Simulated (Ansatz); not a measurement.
Nudged elastic band, with input and output: C3H7FSSi (part 1 of 2)

The run: nudged elastic band of C3H7FSSi. Method and program: RKS B3LYP-D4/def2-SVP (Ansatz 0.2.0).

It belongs to a series of runs on one base structure; here: band between the two ends. Figures and captions count atoms from 1; the log counts them from 0 in places.

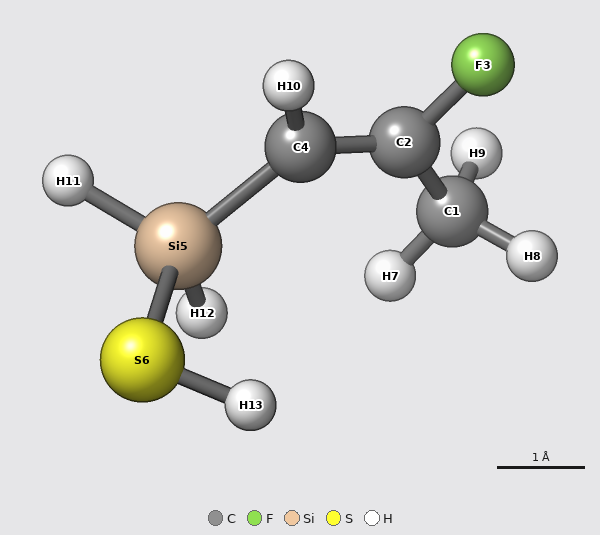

**Figure 1.** The starting structure (ball-and-stick view, seen at a tilt; atoms are numbered from 1 in the order of the input).

### Results in brief

| quantity | value |
| --- | --- |
| outcome | converged |
| barrier, forward | 2.696 eV |
| barrier, backward | 2.723 eV |
| hardware | 2 threads of Arm Neoverse V2, 24 GiB of memory available, shared host |
| wall time | 18 min (CPU time 35 min) |
| peak memory | 0.35 GiB |

### Remarks

The order of the saddle point was not checked.

### Input file
```yaml
crystal:
  periodic: [false, false, false]
  atoms:
    - { symbol: C, position_ang: [-0.88709, 1.33169, 1.028073] }
    - { symbol: C, position_ang: [0.188072, 0.32318, 1.253384] }
    - { symbol: F, position_ang: [0.812792, 0.54735, 2.42797] }
    - { symbol: C, position_ang: [0.58897, -0.705733, 0.492994] }
    - { symbol: Si, position_ang: [-0.062187, -1.218926, -1.167672] }
    - { symbol: S, position_ang: [1.448102, -1.012987, -2.706706] }
    - { symbol: H, position_ang: [-1.405785, 1.17645, 0.074672] }
    - { symbol: H, position_ang: [-0.455628, 2.346105, 1.044937] }
    - { symbol: H, position_ang: [-1.622356, 1.281675, 1.848189] }
    - { symbol: H, position_ang: [1.424234, -1.287665, 0.901552] }
    - { symbol: H, position_ang: [-0.371718, -2.674776, -1.191422] }
    - { symbol: H, position_ang: [-1.292431, -0.447821, -1.505769] }
    - { symbol: H, position_ang: [1.655424, 0.306758, -2.485403] }
basis:
  gaussian: { orbitals: def2-SVP }
hamiltonian:
  xc: b3lyp
  dispersion: d4
neb:
  order_check: false
  images: 5
  f_tol: 0.05
  max_iterations: 60
  final_atoms:
    - { symbol: C, position_ang: [-0.68734955, 1.50959483, 1.64266559] }
    - { symbol: C, position_ang: [-0.12459678, 0.37787031, 0.85344891] }
    - { symbol: F, position_ang: [0.97251471, -0.1408136, 1.44570399] }
    - { symbol: C, position_ang: [-0.55076759, -0.1484053, -0.3010782] }
    - { symbol: Si, position_ang: [0.30232158, -1.5600917, -1.1737571] }
    - { symbol: S, position_ang: [2.24393989, -1.01942844, -1.96965781] }
    - { symbol: H, position_ang: [-1.5904802, 1.91473702, 1.1687838] }
    - { symbol: H, position_ang: [0.062409, 2.31306038, 1.737244] }
    - { symbol: H, position_ang: [-0.93244609, 1.17565361, 2.66456749] }
    - { symbol: H, position_ang: [-1.44272877, 0.3046991, -0.74422035] }
    - { symbol: H, position_ang: [0.60186259, -2.69324775, -0.25871961] }
    - { symbol: H, position_ang: [-0.60404422, -2.02054293, -2.26475909] }
    - { symbol: H, position_ang: [1.76976444, -0.04778554, -2.78542262] }
  initial_path:
    images:
      - { positions_ang: [[-0.88709, 1.33169, 1.028073], [0.188072, 0.32318, 1.253384], [0.812792, 0.54735, 2.42797], [0.58897, -0.705733, 0.492994], [-0.062187, -1.218926, -1.167672], [1.448102, -1.012987, -2.706706], [-1.405785, 1.17645, 0.074672], [-0.455628, 2.346105, 1.044937], [-1.622356, 1.281675, 1.848189], [1.424234, -1.287665, 0.901552], [-0.371718, -2.674776, -1.191422], [-1.292431, -0.447821, -1.505769], [1.655424, 0.306758, -2.485403]] }
      - { positions_ang: [[-0.77377334, 1.31701494, 0.96006091], [0.23142519, 0.28355477, 1.22836345], [0.84255665, 0.46770943, 2.40910155], [0.62277994, -0.76119611, 0.48010407], [-0.03264687, -1.28512416, -1.17584304], [1.37043656, -0.80913914, -2.68759498], [-1.27859222, 1.19379659, -0.00679206], [-0.30629155, 2.32872411, 0.97098921], [-1.54791326, 1.32551625, 1.76369241], [0.99972386, -1.20879474, 1.16795771], [-0.19371632, -2.74206373, -1.2326747], [-1.31839744, -0.63421774, -1.4555555], [1.4048078, 0.48951955, -2.40701002]] }
      - { positions_ang: [[-0.66045669, 1.30233988, 0.89204882], [0.27477838, 0.24392953, 1.2033429], [0.8723213, 0.38806886, 2.3902331], [0.65658988, -0.81665922, 0.46721414], [-0.00310674, -1.35132232, -1.18401408], [1.29277113, -0.60529128, -2.66848397], [-1.15139945, 1.21114317, -0.08825613], [-0.15695509, 2.31134322, 0.89704142], [-1.47347053, 1.3693575, 1.67919581], [0.57521372, -1.12992448, 1.43436342], [-0.01571463, -2.80935146, -1.27392739], [-1.34436388, -0.82061449, -1.405342], [1.1541916, 0.6722811, -2.32861704]] }
      - { positions_ang: [[-0.54714003, 1.28766482, 0.82403672], [0.31813158, 0.2043043, 1.17832235], [0.90208595, 0.30842829, 2.37136465], [0.69039982, -0.87212233, 0.45432421], [0.0264334, -1.41752049, -1.19218511], [1.21510569, -0.40144342, -2.64937295], [-1.02420667, 1.22848976, -0.16972019], [-0.00761864, 2.29396232, 0.82309362], [-1.39902779, 1.41319874, 1.59469922], [0.15070358, -1.05105422, 1.70076914], [0.16228705, -2.87663919, -1.31518009], [-1.37033031, -1.00701123, -1.35512851], [0.90357539, 0.85504265, -2.25022407]] }
      - { positions_ang: [[-0.59387654, 1.36164149, 1.09691301], [0.17055546, 0.26215964, 1.0700312], [0.9255622, 0.158681, 2.0628111], [0.27667735, -0.63088332, 0.2025234], [0.11839613, -1.46504422, -1.18604244], [1.55805042, -0.60743843, -2.42280123], [-1.21296451, 1.45723884, 0.27644781], [0.01572391, 2.30032834, 1.12781042], [-1.24350056, 1.33401703, 1.95132198], [-0.38044054, -0.59913645, 0.88577264], [0.30881223, -2.81550871, -0.9630266], [-1.11490162, -1.34485513, -1.6583387], [1.19230507, 0.55409992, -2.42862358]] }
      - { positions_ang: [[-0.64061305, 1.43561816, 1.3697893], [0.02297934, 0.32001498, 0.96174006], [0.94903845, 0.0089337, 1.75425755], [-0.13704512, -0.38964431, -0.0492774], [0.21035885, -1.51256796, -1.17989977], [1.90099516, -0.81343343, -2.19622952], [-1.40172235, 1.68598793, 0.7226158], [0.03906645, 2.30669436, 1.43252721], [-1.08797332, 1.25483532, 2.30794473], [-0.91158466, -0.14721867, 0.07077614], [0.45533741, -2.75437823, -0.61087311], [-0.85947292, -1.68269903, -1.9615489], [1.48103475, 0.25315719, -2.6070231]] }
      - { positions_ang: [[-0.68734955, 1.50959483, 1.64266559], [-0.12459678, 0.37787031, 0.85344891], [0.97251471, -0.1408136, 1.44570399], [-0.55076759, -0.1484053, -0.3010782], [0.30232158, -1.5600917, -1.1737571], [2.24393989, -1.01942844, -1.96965781], [-1.5904802, 1.91473702, 1.1687838], [0.062409, 2.31306038, 1.737244], [-0.93244609, 1.17565361, 2.66456749], [-1.44272877, 0.3046991, -0.74422035], [0.60186259, -2.69324775, -0.25871961], [-0.60404422, -2.02054293, -2.26475909], [1.76976444, -0.04778554, -2.78542262]] }
```

Launch command:
```bash
ansatz run input.yaml --threads 2 --pin off --max-ram 3072MiB --backend cpu --events-out ev --progress --plain --runs-dir out
```

### Output
```
Engine: ansatz 0.2.0, aarch64-unknown-linux-gnu
Functional definition: B3LYP
  parameter a0 = 0.2
  parameter ax = 0.72
  parameter ac = 0.81
  exchange = (1 - a0 - ax)*slater_x + ax*b88_x + a0*exact_x
  correlation = (1 - ac)*vwn_rpa_c + ac*lyp_c
1371 factors; integrals over basis functions are off by at most 3.0e-4 eV
mean field evaluation 1: about -24639.4753 eV, gradient 5.2e1 eV
mean field evaluation 2: about -24637.0241 eV, gradient 5.8e1 eV
mean field evaluation 4: about -24646.0761 eV, gradient 3.3e0 eV
mean field evaluation 8: about -24646.1282 eV, gradient 2.8e-1 eV
mean field evaluation 16: about -24646.1284 eV, gradient 6.5e-5 eV
mean field -24646.12836042 eV, -905.7285114996 hartree, gradient 6.5e-5 eV, S^2 0.000000; 0 other end points of the search recorded, 0 dependent functions left out
the calculation of the forces begins
reference -24646.12862612 eV, -905.7285212638 hartree; 32, 32 occupied and 95, 95 virtual orbitals, 1371 factors
1371 factors; integrals over basis functions are off by at most 3.7e-4 eV
mean field evaluation 32: about -24646.1567 eV, gradient 5.5e-5 eV
mean field -24646.15665800 eV, -905.7295514165 hartree, gradient 5.5e-5 eV, S^2 0.000000; 0 other end points of the search recorded, 0 dependent functions left out
[... from here on the field's lines of each further geometry are left out, up to the last ...]
NEB iter   1: max|band force component| = 2.090e1 eV/Å  barrier→ = 8.5141 eV  barrier← = 8.5409 eV  Δτ_max = 0.2000 Å  (188 SCF iters)
NEB iter   2: max|band force component| = 5.667e0 eV/Å  barrier→ = 4.7597 eV  barrier← = 4.7865 eV  Δτ_max = 0.2000 Å  (156 SCF iters)
NEB iter   3: max|band force component| = 2.635e0 eV/Å  barrier→ = 3.7576 eV  barrier← = 3.7844 eV  Δτ_max = 0.2000 Å  (157 SCF iters)
NEB iter   4: max|band force component| = 2.529e0 eV/Å  barrier→ = 3.4880 eV  barrier← = 3.5148 eV  Δτ_max = 0.2000 Å  (149 SCF iters)
NEB iter   5: max|band force component| = 2.622e0 eV/Å  barrier→ = 3.0302 eV  barrier← = 3.0570 eV  Δτ_max = 0.1002 Å  (153 SCF iters)
NEB iter   6: max|band force component| = 2.367e0 eV/Å  barrier→ = 2.5212 eV  barrier← = 2.5479 eV  Δτ_max = 0.0995 Å  (149 SCF iters)
NEB iter   7: max|band force component| = 1.712e0 eV/Å  barrier→ = 2.1047 eV  barrier← = 2.1315 eV  Δτ_max = 0.0988 Å  (148 SCF iters)
NEB iter   8: max|band force component| = 1.241e0 eV/Å  barrier→ = 1.8206 eV  barrier← = 1.8474 eV  Δτ_max = 0.1003 Å  (148 SCF iters)
NEB iter   9: max|band force component| = 9.767e-1 eV/Å  barrier→ = 1.6217 eV  barrier← = 1.6485 eV  Δτ_max = 0.1010 Å  (146 SCF iters)
NEB iter  10: max|band force component| = 7.273e-1 eV/Å  barrier→ = 1.4840 eV  barrier← = 1.5107 eV  Δτ_max = 0.1007 Å  (146 SCF iters)
NEB iter  11: max|band force component| = 1.369e0 eV/Å  barrier→ = 1.4078 eV  barrier← = 1.4345 eV  CI = image 4  Δτ_max = 0.2000 Å  (146 SCF iters)
NEB iter  12: max|band force component| = 1.100e0 eV/Å  barrier→ = 1.5337 eV  barrier← = 1.5604 eV  CI = image 4  Δτ_max = 0.1993 Å  (146 SCF iters)
NEB iter  13: max|band force component| = 1.323e0 eV/Å  barrier→ = 1.9630 eV  barrier← = 1.9898 eV  CI = image 4  Δτ_max = 0.2000 Å  (146 SCF iters)
NEB iter  14: max|band force component| = 1.587e0 eV/Å  barrier→ = 1.9291 eV  barrier← = 1.9558 eV  CI = image 4  Δτ_max = 0.2000 Å  (144 SCF iters)
NEB iter  15: max|band force component| = 1.501e0 eV/Å  barrier→ = 2.0824 eV  barrier← = 2.1091 eV  CI = image 4  Δτ_max = 0.2000 Å  (146 SCF iters)
NEB iter  16: max|band force component| = 1.035e0 eV/Å  barrier→ = 2.3960 eV  barrier← = 2.4227 eV  CI = image 4  Δτ_max = 0.1994 Å  (149 SCF iters)
NEB iter  17: max|band force component| = 8.700e-1 eV/Å  barrier→ = 2.8262 eV  barrier← = 2.8530 eV  CI = image 4  Δτ_max = 0.2000 Å  (152 SCF iters)
NEB iter  18: max|band force component| = 1.243e0 eV/Å  barrier→ = 3.0050 eV  barrier← = 3.0317 eV  CI = image 4  Δτ_max = 0.1012 Å  (159 SCF iters)
NEB iter  19: max|band force component| = 6.120e-1 eV/Å  barrier→ = 2.9672 eV  barrier← = 2.9940 eV  CI = image 4  Δτ_max = 0.1002 Å  (163 SCF iters)
NEB iter  20: max|band force component| = 4.191e-1 eV/Å  barrier→ = 2.9161 eV  barrier← = 2.9429 eV  CI = image 4  Δτ_max = 0.2000 Å  (158 SCF iters)
NEB iter  21: max|band force component| = 3.420e-1 eV/Å  barrier→ = 2.8559 eV  barrier← = 2.8827 eV  CI = image 4  Δτ_max = 0.1920 Å  (154 SCF iters)
NEB iter  22: max|band force component| = 4.095e-1 eV/Å  barrier→ = 2.8167 eV  barrier← = 2.8435 eV  CI = image 4  Δτ_max = 0.0965 Å  (150 SCF iters)
NEB iter  23: max|band force component| = 3.432e-1 eV/Å  barrier→ = 2.8033 eV  barrier← = 2.8301 eV  CI = image 4  Δτ_max = 0.0677 Å  (152 SCF iters)
NEB iter  24: max|band force component| = 2.000e-1 eV/Å  barrier→ = 2.7951 eV  barrier← = 2.8218 eV  CI = image 4  Δτ_max = 0.0700 Å  (154 SCF iters)
NEB iter  25: max|band force component| = 1.879e-1 eV/Å  barrier→ = 2.7882 eV  barrier← = 2.8149 eV  CI = image 4  Δτ_max = 0.0662 Å  (152 SCF iters)
NEB iter  26: max|band force component| = 1.772e-1 eV/Å  barrier→ = 2.7824 eV  barrier← = 2.8092 eV  CI = image 4  Δτ_max = 0.0940 Å  (153 SCF iters)
NEB iter  27: max|band force component| = 1.865e-1 eV/Å  barrier→ = 2.7763 eV  barrier← = 2.8030 eV  CI = image 4  Δτ_max = 0.0971 Å  (151 SCF iters)
NEB iter  28: max|band force component| = 1.692e-1 eV/Å  barrier→ = 2.7685 eV  barrier← = 2.7952 eV  CI = image 4  Δτ_max = 0.0975 Å  (150 SCF iters)
NEB iter  29: max|band force component| = 1.883e-1 eV/Å  barrier→ = 2.7602 eV  barrier← = 2.7870 eV  CI = image 4  Δτ_max = 0.0965 Å  (151 SCF iters)
NEB iter  30: max|band force component| = 1.913e-1 eV/Å  barrier→ = 2.7526 eV  barrier← = 2.7793 eV  CI = image 4  Δτ_max = 0.0967 Å  (152 SCF iters)
NEB iter  31: max|band force component| = 2.050e-1 eV/Å  barrier→ = 2.7453 eV  barrier← = 2.7721 eV  CI = image 4  Δτ_max = 0.1929 Å  (149 SCF iters)
NEB iter  32: max|band force component| = 2.100e-1 eV/Å  barrier→ = 2.7322 eV  barrier← = 2.7590 eV  CI = image 4  Δτ_max = 0.1144 Å  (153 SCF iters)
NEB iter  33: max|band force component| = 1.903e-1 eV/Å  barrier→ = 2.7241 eV  barrier← = 2.7508 eV  CI = image 4  Δτ_max = 0.0565 Å  (151 SCF iters)
NEB iter  34: max|band force component| = 2.018e-1 eV/Å  barrier→ = 2.7180 eV  barrier← = 2.7448 eV  CI = image 4  Δτ_max = 0.0372 Å  (154 SCF iters)
NEB iter  35: max|band force component| = 2.370e-1 eV/Å  barrier→ = 2.7173 eV  barrier← = 2.7441 eV  CI = image 4  Δτ_max = 0.0319 Å  (149 SCF iters)
NEB iter  36: max|band force component| = 2.376e-1 eV/Å  barrier→ = 2.7180 eV  barrier← = 2.7447 eV  CI = image 4  Δτ_max = 0.0159 Å  (155 SCF iters)
NEB iter  37: max|band force component| = 2.211e-1 eV/Å  barrier→ = 2.7167 eV  barrier← = 2.7435 eV  CI = image 4  Δτ_max = 0.0319 Å  (141 SCF iters)
NEB iter  38: max|band force component| = 1.999e-1 eV/Å  barrier→ = 2.7146 eV  barrier← = 2.7414 eV  CI = image 4  Δτ_max = 0.0638 Å  (150 SCF iters)
NEB iter  39: max|band force component| = 1.541e-1 eV/Å  barrier→ = 2.7111 eV  barrier← = 2.7378 eV  CI = image 4  Δτ_max = 0.1141 Å  (143 SCF iters)
NEB iter  40: max|band force component| = 1.020e-1 eV/Å  barrier→ = 2.7071 eV  barrier← = 2.7338 eV  CI = image 4  Δτ_max = 0.0411 Å  (153 SCF iters)
NEB iter  41: max|band force component| = 1.087e-1 eV/Å  barrier→ = 2.7041 eV  barrier← = 2.7308 eV  CI = image 4  Δτ_max = 0.0205 Å  (149 SCF iters)
NEB iter  42: max|band force component| = 1.328e-1 eV/Å  barrier→ = 2.7013 eV  barrier← = 2.7280 eV  CI = image 4  Δτ_max = 0.0205 Å  (138 SCF iters)
NEB iter  43: max|band force component| = 1.784e-1 eV/Å  barrier→ = 2.7036 eV  barrier← = 2.7304 eV  CI = image 4  Δτ_max = 0.0154 Å  (130 SCF iters)
```
